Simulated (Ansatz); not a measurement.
H$_{2}$···H$_{3}$OSi (doublet)

Input file:

```
crystal:
  periodic: [false, false, false]
  atoms:
    - {symbol: H, position_ang: [-1.535232, -1.556884, 1.463714]}
    - {symbol: Si, position_ang: [0.258210, 0.670791, -0.215195]}
    - {symbol: O, position_ang: [0.651846, 0.900579, -1.802827]}
    - {symbol: H, position_ang: [-1.719086, -2.047033, 1.997285]}
    - {symbol: H, position_ang: [0.143378, 2.032073, 0.372520]}
    - {symbol: H, position_ang: [1.308227, -0.124181, 0.496171]}
    - {symbol: H, position_ang: [0.892659, 0.124656, -2.311567]}
basis:
  gaussian: {orbitals: def2-TZVPP}
magnetization: {spin_polarized: true, initial_magnetization: 1}
hamiltonian: {xc: pbe0, dispersion: d4}
output: {orbitals: {seedname: orbitals}}
```

Launched as:

```sh
ansatz run in.yaml --threads 2 --pin off --events-out ev --progress --plain --max-ram 4352MiB
```

The product side of a reaction path; geometry: PBE0-D4/def2-TZVP.

Computed with UKS PBE0-D4/def2-TZVPP in Ansatz 0.2.0.

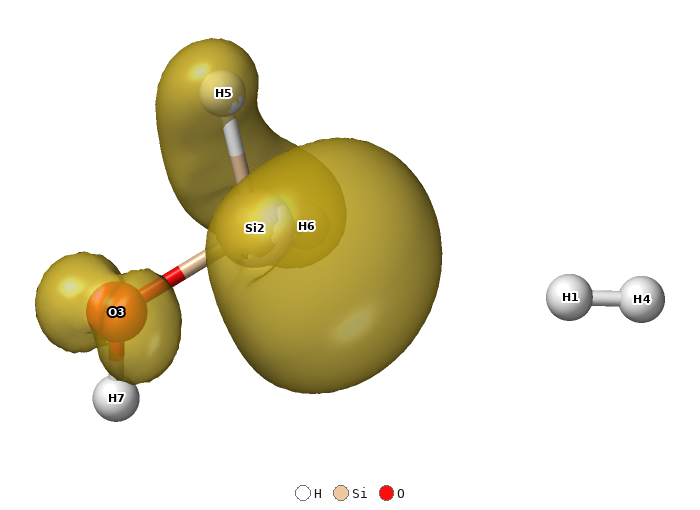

Figure 1. Isosurface of the spin density at +0.02 e/Å³ (yellow), seen across its widest extent.

Question: Which atoms carry the spin?

Answer: The unpaired spin (1 electron) lies mostly on Si2 (about 0.8) and O3 (about 0.1), in electrons by Hirshfeld's partition.

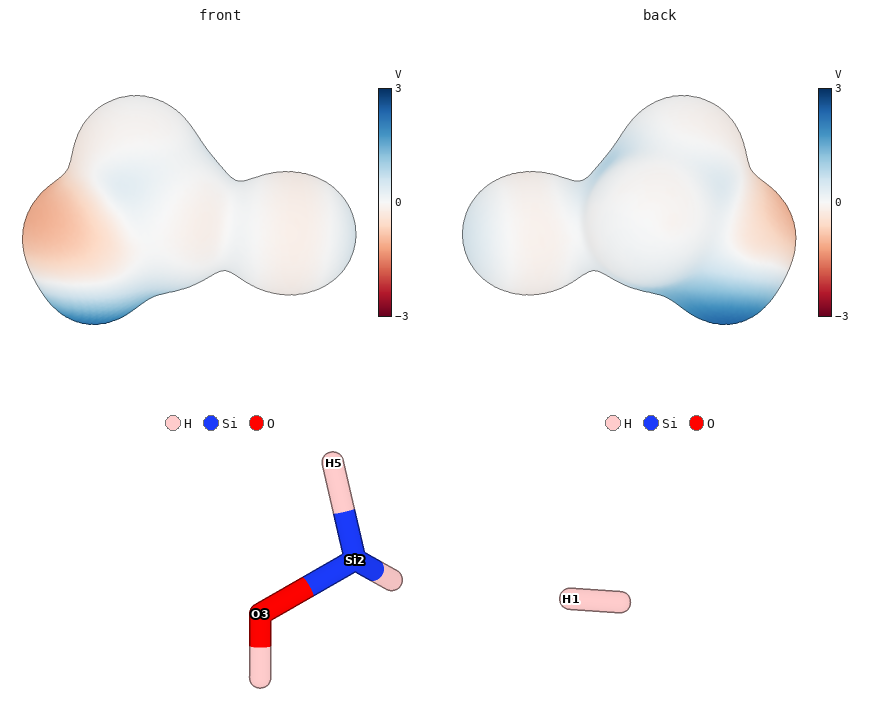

Figure 2. The electrostatic potential painted on the density surface at 0.001 e/bohr³, seen from the front and from behind; the colour scale runs from red (negative) to blue (positive). The bare structure is drawn below in the same view.

Question: Where is the surface potential most negative and most positive?

Answer: The most negative region (about −1.0 V, or −23 kcal/mol for a unit charge) lies over O3, the most positive (about +2.2 V, or +51 kcal/mol for a unit charge) over H7. O3 is the likeliest acceptor of a hydrogen bond.

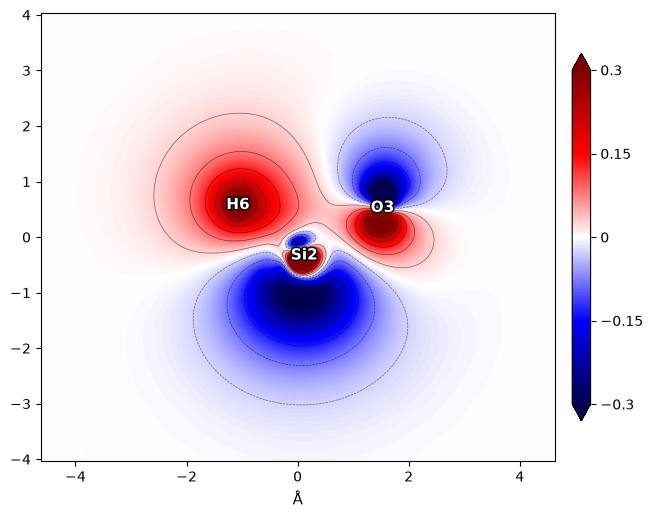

Figure 3. The HOMO (α) on the plane of atoms O3, Si2 and H6 (values in Å⁻³ᐟ²; the overall sign is arbitrary).

Question: What is the character of this orbital?

Answer: It lies mainly on Si2 (about 70 %), O3 (about 10 %), H6 (about 10 %) and H5 (about 5 %). Its energy is −5.92 eV.

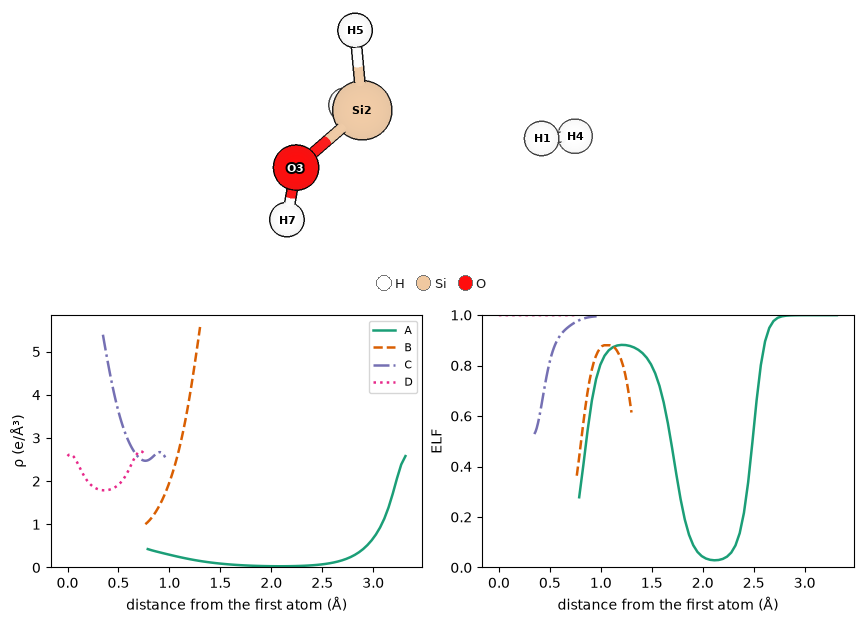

Figure 4. Electron density and electron localisation function along straight lines between neighbouring atoms. The curves leave out the atomic cores. The structure is drawn too.

Question: Which curve belongs to which contact (H–H, O–H, Si–H and Si–O)? The first atom named is at distance zero.

Answer: Curve A: Si2···H1 (3.32 Å): the density falls to about 0.03 e/Å³ on the way; the ELF dips to about 0 between them; a non-bonded, intermolecular contact. Curve B: Si–O (1.65 Å): ρ at the midpoint is about 1.2 e/Å³; the ELF peaks at about 0.90 between the atoms: a polar covalent bond. Curve C: O–H (0.96 Å): the density is about 3.8 e/Å³ at the midpoint; the ELF climbs to about 1 towards the hydrogen, as it does in any bond to H (an ordinary covalent bond to hydrogen). Curve D: H–H (0.75 Å): ρ at the midpoint is about 1.8 e/Å³; the ELF is about 1 at the midpoint.
